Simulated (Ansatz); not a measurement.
# AlCo (Pm-3m): cell relaxations under several functionals, by script

The task is cell relaxations under several functionals, for AlCo (Pm-3m).

Program: Ansatz 0.2.0, driven from Python. The levels of theory stand in the script. These are calculated values, not measurements.

### Step 1. The system

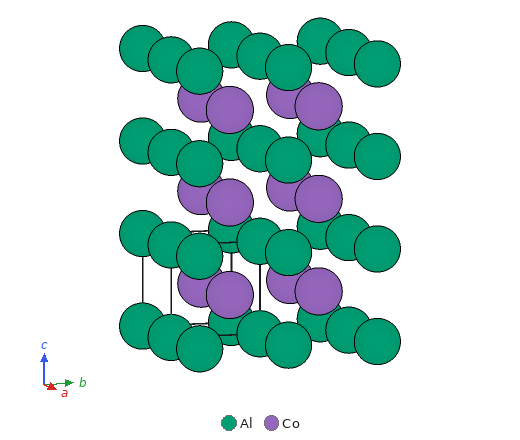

The structure that the script starts from, seen slightly off an axis (aluminium teal, cobalt purple). 2×2×3 cells are drawn. Atoms on cell faces are repeated.

alco.cif, read by the script:

```cif
data_AlCo
_cell_length_a 2.819403
_cell_length_b 2.819403
_cell_length_c 2.819403
_cell_angle_alpha 90.00000
_cell_angle_beta 90.00000
_cell_angle_gamma 90.00000
_symmetry_space_group_name_H-M 'P 1'
_symmetry_Int_Tables_number 1
loop_
_symmetry_equiv_pos_as_xyz
'x, y, z'
loop_
_atom_site_label
_atom_site_type_symbol
_atom_site_fract_x
_atom_site_fract_y
_atom_site_fract_z
Al1 Al    0.000000    0.000000    0.000000
Co2 Co    0.500000    0.500000    0.500000
```

### Step 2. The code

Input file lattice.py:

```python
import warnings

import ansatz as az
from ase.io import read
import numpy as np

def edges_and_angles(cell):
    cell = np.asarray(cell)
    a, b, c = np.linalg.norm(cell, axis=1)
    cosines = cell[1] @ cell[2] / (b * c), cell[0] @ cell[2] / (a * c), cell[0] @ cell[1] / (a * b)
    return (a, b, c, *np.degrees(np.arccos(cosines)))


def main() -> None:
    warnings.simplefilter("ignore", az.DeckWarning)

    atoms = read("alco.cif")
    alco = az.Crystal.from_ase(atoms).moments(Co=1.8)

    model = (
        alco.calculation()
        .kpoints(12, center="monkhorst-pack")
        .occupations("Gaussian")
        .spin("collinear")
        .mixing("anderson", ndim=6, beta=0.2)
        .scf(extra_bands=16, lower_state_search="light")
        .relax(cell=True, force_tolerance=0.1, max_steps=60, max_displacement=0.05)
    )

    levels = [("lda", "none"), ("r2scan", "rvv10"), ("revpbe", "d3bj")]
    print("level            a       b       c    alpha   beta  gamma  V/atom  steps")
    for name, dispersion in levels:
        seen = []
        run = model.functional(name, dispersion=dispersion).session().plan()
        out = run.execute(on_event=lambda e: seen.append(e) if e["event"] == "relax_step" else None)
        cell = out.lattice.cell_ang
        label = name if dispersion == "none" else f"{name}+{dispersion}"
        print("{:13s} {:7.4f} {:7.4f} {:7.4f} {:6.2f} {:6.2f} {:6.2f}".format(label, *edges_and_angles(cell)), f"{abs(np.linalg.det(cell)) / len(out.lattice.sites):7.3f} {len(seen):5d}")


if __name__ == "__main__":
    main()
```

### Step 3. What the engine is handed

The package turns the script's settings into the engine's input (first run):

```yaml
crystal:
  lattice:
    - [2.819403, 0.0, 0.0]
    - [0.0, 2.819403, 0.0]
    - [0.0, 0.0, 2.819403]
  atoms:
    - { symbol: Al, position: [0.0, 0.0, 0.0] }
    - { symbol: Co, position: [0.5, 0.5, 0.5] }
kpoints:
  mp_grid:
    grid: [12, 12, 12]
    shift: [0.5, 0.5, 0.5]
hamiltonian:
  xc: lda
  dispersion: none
magnetization:
  spin_polarized: true
  per_species:
    Co: 1.8
scf:
  n_extra_bands: 16
  lower_state_search: light
  mixing:
    algorithm: anderson
    beta: 0.2
    ndim: 6
  occupations:
    method: gaussian
relax:
  f_tol: 0.1
  max_steps: 60
  max_displacement: 0.05
  cell: {}
```

### Step 4. Launch

Launch:

```console
$ python lattice.py
```

The log of the run:

```text
level            a       b       c    alpha   beta  gamma  V/atom  steps
RunWarning: the starting moments were not kept: the SCF closed with an absolute magnetisation of 4.6e-6 μB, where they sum to 1.8 μB in size (1 site). That is at most 0.1 of that sum. Measured as dr2_m measures the in/out step, that magnetisation stands [...]
lda            2.7937  2.7937  2.7937  90.00  90.00  90.00  10.902     7
r2scan+rvv10   2.8183  2.8183  2.8183  90.00  90.00  90.00  11.192     4
revpbe+d3bj    2.8048  2.8048  2.8048  90.00  90.00  90.00  11.033     4
```

(Warnings from the package without file and line, shortened, repeats left out.)

Wall time 2.2 min (1 thread of Arm Neoverse V1, shared host); peak memory 0.53 GiB.

### Step 5. Inputs of later runs

The engine's inputs for the other runs:

Run 2, against run 1:

```diff
@@ -14,2 +14,2 @@
-  xc: lda
-  dispersion: none
+  xc: r2scan
+  dispersion: rvv10
```

Run 3, against run 1:

```diff
@@ -14,2 +14,2 @@
-  xc: lda
-  dispersion: none
+  xc: revpbe
+  dispersion: d3bj
```

### Step 6. The engine's runs

The 3 runs, in the order started:

| run | functional | dispersion | energy (eV/atom) | final volume (Å³/atom) | pressure (GPa) | moment (μB/cell) | SCF cycles in all | CPU time (s) |
| --- | --- | --- | --- | --- | --- | --- | --- | --- |
| 1 | lda | none | -2788.5000 | 10.90 | 0.00 | 0.00 | 85 | 34 |
| 2 | r2scan | rvv10 | -2835.8409 | 11.19 | 0.00 | 0.09 | 64 | 71 |
| 3 | revpbe | d3bj | -2836.0408 | 11.03 | 0.02 | 0.00 | 57 | 24 |

Energies are free energies F = E - TS of the smeared occupations. Totals hang on method, basis and potentials, so only like runs compare.

### Step 7. How the relaxation of run 1 went

Relaxation path:

```csv
step,E - E(step 1) (eV/cell),largest force component (eV/Å),pressure (GPa),volume (Å³)
1,0.0000,0.0000,-5.38,22.41
2,-0.0087,0.0000,-2.42,22.07
3,-0.0110,0.0000,0.11,21.80
4,-0.0110,0.0000,0.00,21.81
5,-0.0105,0.0000,-0.06,21.81
6,-0.0105,0.0000,0.00,21.80
7,-0.0104,0.0000,0.00,21.80
```

Step 1 is the start. Steps 5, 7 each repeat the geometry before them on a plane-wave basis chosen anew, so the energy can jump there without any move.

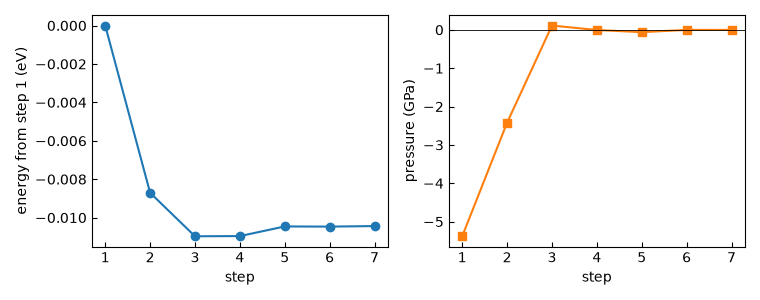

Energy and pressure along the relaxation.

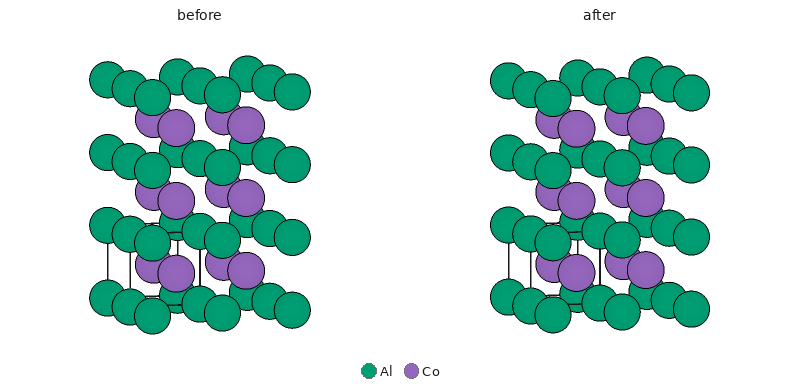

Before and after, at one scale. The change is too small to see at this scale.

|  | before | after | change |
| --- | --- | --- | --- |
| a (Å) | 2.819 | 2.794 | -0.9 % |
| b (Å) | 2.819 | 2.794 | -0.9 % |
| c (Å) | 2.819 | 2.794 | -0.9 % |
| volume (Å³/atom) | 11.21 | 10.90 | -2.7 % |
| shortest distance (Å) | 2.442 | 2.419 | -0.9 % |
| space group (0.01 Å) | Pm-3m | Pm-3m | same |

Forces and stress were held to the start's 48 operations: a distortion of lower symmetry was not tested.

### Step 8. The relaxation of run 3, step by step

Relaxation path:

```csv
step,E - E(step 1) (eV/cell),largest force component (eV/Å),pressure (GPa),volume (Å³)
1,0.0000,0.0000,-2.99,22.41
2,-0.0027,0.0000,-1.36,22.22
3,-0.0035,0.0000,0.03,22.07
4,-0.0033,0.0000,0.02,22.07
```

Step 1 is the start. Step 4 repeats the geometry before it on a plane-wave basis chosen anew for that cell, so its energy need not be comparable with the rows above.

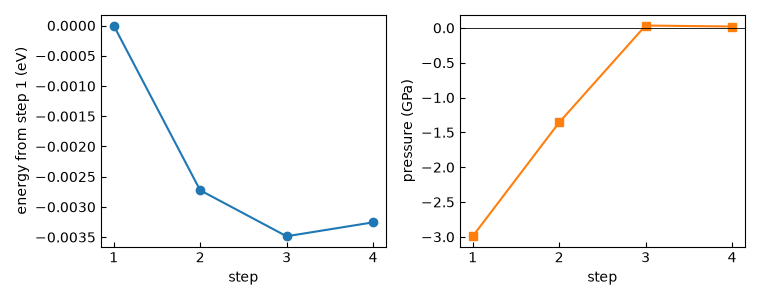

Energy and pressure along the relaxation.

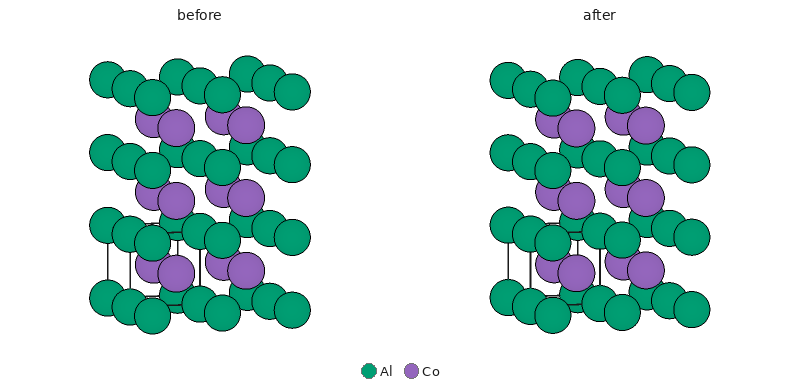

Before and after, at one scale. The change is too small to see at this scale.

|  | before | after | change |
| --- | --- | --- | --- |
| a (Å) | 2.819 | 2.805 | -0.5 % |
| b (Å) | 2.819 | 2.805 | -0.5 % |
| c (Å) | 2.819 | 2.805 | -0.5 % |
| volume (Å³/atom) | 11.21 | 11.03 | -1.5 % |
| shortest distance (Å) | 2.442 | 2.429 | -0.5 % |
| space group (0.01 Å) | Pm-3m | Pm-3m | same |

The run keeps the 48 symmetry operations of the start, so it could not have lowered the symmetry.

### Step 9. Outcome

| quantity | value |
| --- | --- |
| runs compared | 3 |
| relaxed volume | 10.90 (lda) to 11.19 Å³/atom (r2scan rvv10) |

What this shows: From smallest to largest: LDA (10.90 Å³ an atom, -2.7 % against the start), revPBE+D3BJ (11.03 Å³ an atom, -1.5 % against the start) and r2SCAN+RVV10 (11.19 Å³ an atom, -0.1 % against the start). The spread is 2.7 % in volume. In run 1, over 4 moves the cell shrank by 2.7 % in volume, and the space group stayed Pm-3m. In run 3, the volume shrank by 1.5 % over 2 moves, and the space group stayed Pm-3m. Notes:
- The SCF didn't keep the moments it started from (some shrank, vanished or turned); what is printed is the state reached.
- Forces vanish by symmetry, so the ions can't move, and the end may be a saddle.
- r2SCAN tends to overestimate the moments of itinerant magnets.
- This cell is a computed structure, which may not be the phase found in nature.
- The script silences the warnings on its input, which a real study should read. The starting moments were not kept in at least one run, so it stands on a weaker or other magnetic state than the one typed.
